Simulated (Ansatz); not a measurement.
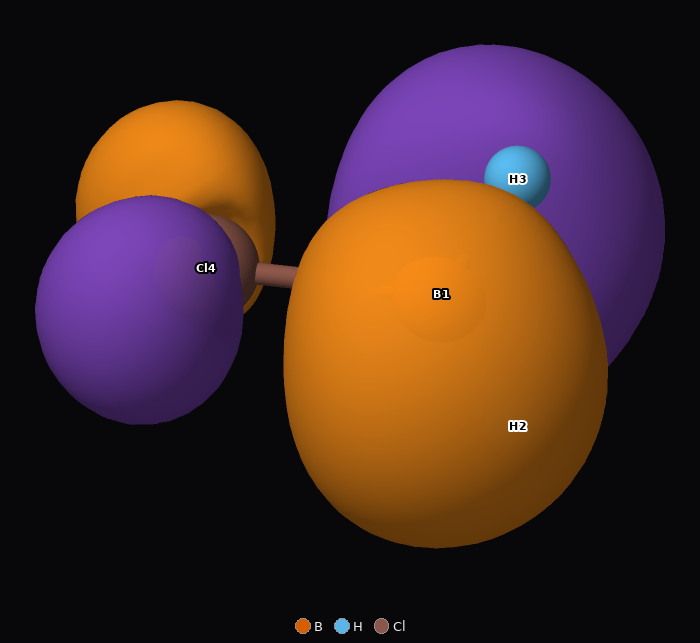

BClH$_{2}$ (BH2Cl). One frontier orbital at ±0.1 Å⁻³ᐟ² (orange and purple are the two phases), seen at a tilt.

Geometry: PBE0-D4/def2-TZVP.

Computed with RKS PBE0-D4/def2-TZVP in Ansatz 0.2.0.

```xyz
4

B     0.0789    0.1303   -0.0004
H     1.2675    0.0676    0.0160
H    -0.5276    1.1544   -0.0193
Cl   -0.8188   -1.3523    0.0037
```

> Which orbital is it: HOMO or LUMO?

The LUMO, at −1.82 eV. By Hirshfeld shares it lies mainly on B1 (about 65 %), Cl4 (about 20 %), H2 (about 10 %) and H3 (about 10 %); it changes sign across the molecular plane (π type); π-antibonding (a node) across B1–Cl4.
